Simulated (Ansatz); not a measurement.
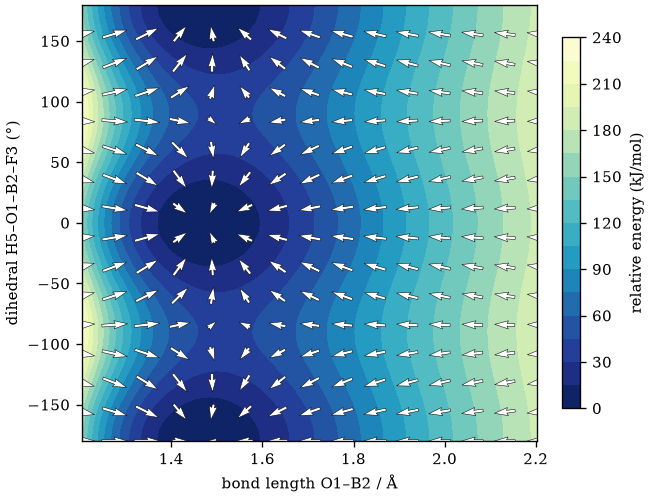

Energy landscape of BClFH₂O, SMILES [OH2+]B(F)Cl, charge +1. First axis: bond length O1–B2. Second axis: dihedral H5–O1–B2–F3. Nothing is relaxed (all other coordinates rigid). The scan uses a 15 × 15 grid; 121 points were computed and 104 follow by symmetry. Points are written as (first, second). Energies: kJ/mol, counted from the relaxed molecule at the same level. The reference is spin-restricted, which grows unreliable where a bond is stretched far. The calculation used Ansatz 0.2.0, RHF/def2-SVP.

The picture shows filled contours, arrows along the force (downhill), their lengths compressed. Between grid points the surface is interpolated. 

> Where are the wells?

The lowest grid point is at (1.490 Å, −180°), 0.5 kJ/mol from the relaxed molecule at the same level; the map holds 2 wells of about this depth. The highest grid point, (1.204 Å, −84°), lies 231 kJ/mol above the lowest. On the interpolated surface the easiest way out of the lowest well to a well of about the same depth near (1.490 Å, −12°) passes a barrier of about 41 kJ/mol. Round the minimum the two coordinates are nearly uncoupled.

Grid values (kJ/mol):

| dihedral H5–O1–B2–F3 ↓, bond length O1–B2 → | 1.204 | 1.276 | 1.347 | 1.419 | 1.490 | 1.561 | 1.633 | 1.704 | 1.775 | 1.847 | 1.918 | 1.989 | 2.061 | 2.132 | 2.203 |
| --- | --- | --- | --- | --- | --- | --- | --- | --- | --- | --- | --- | --- | --- | --- | --- |
| 156 | 163 | 78 | 32 | 11 | 7 | 14 | 28 | 46 | 66 | 87 | 108 | 128 | 148 | 167 | 184 |
| 132 | 194 | 105 | 55 | 30 | 23 | 28 | 39 | 55 | 74 | 94 | 113 | 133 | 152 | 170 | 187 |
| 108 | 224 | 130 | 76 | 48 | 38 | 40 | 50 | 64 | 81 | 100 | 119 | 137 | 156 | 173 | 189 |
| 84 | 231 | 136 | 81 | 52 | 42 | 43 | 52 | 66 | 83 | 101 | 120 | 138 | 157 | 174 | 190 |
| 60 | 211 | 119 | 67 | 40 | 32 | 35 | 45 | 60 | 78 | 97 | 116 | 135 | 154 | 172 | 188 |
| 36 | 178 | 91 | 43 | 20 | 15 | 20 | 33 | 50 | 69 | 90 | 110 | 131 | 150 | 168 | 185 |
| 12 | 154 | 70 | 26 | 6 | 3 | 10 | 25 | 43 | 63 | 85 | 106 | 127 | 147 | 166 | 183 |
| −12 | 154 | 70 | 26 | 6 | 3 | 10 | 25 | 43 | 63 | 85 | 106 | 127 | 147 | 166 | 183 |
| −36 | 178 | 91 | 43 | 20 | 15 | 20 | 33 | 50 | 69 | 90 | 110 | 131 | 150 | 168 | 185 |
| −60 | 211 | 119 | 67 | 40 | 32 | 35 | 45 | 60 | 78 | 97 | 116 | 135 | 154 | 172 | 188 |
| −84 | 231 | 136 | 81 | 52 | 42 | 43 | 52 | 66 | 83 | 101 | 120 | 138 | 157 | 174 | 190 |
| −108 | 224 | 130 | 76 | 48 | 38 | 40 | 50 | 64 | 81 | 100 | 119 | 137 | 156 | 173 | 189 |
| −132 | 194 | 105 | 55 | 30 | 23 | 28 | 39 | 55 | 74 | 94 | 113 | 133 | 152 | 170 | 187 |
| −156 | 163 | 78 | 32 | 11 | 7 | 14 | 28 | 46 | 66 | 87 | 108 | 128 | 148 | 167 | 184 |
| −180 | 150 | 67 | 23 | 3 | 1 | 8 | 23 | 42 | 62 | 84 | 105 | 126 | 147 | 165 | 183 |

The input of one point:

```yaml
crystal:
  periodic: [false, false, false]
  atoms:
    - { symbol: O, position_ang: [-0.235482, 0.728067, 0.090348] }
    - { symbol: B, position_ang: [0.302643, -0.655048, -0.041994] }
    - { symbol: F, position_ang: [1.474931, -0.743911, 0.443265] }
    - { symbol: Cl, position_ang: [-0.687899, -1.8149, -0.778492] }
    - { symbol: H, position_ang: [-1.107985, 0.99178, -0.218551] }
    - { symbol: H, position_ang: [0.276685, 1.435214, 0.499768] }
total_charge: 1
basis:
  gaussian: { orbitals: def2-SVP }
hamiltonian:
  xc: hf
output:
  forces: true
```

Time for the 121 points that were run: 87 s on 1 thread of Arm Neoverse V2 (shared host).
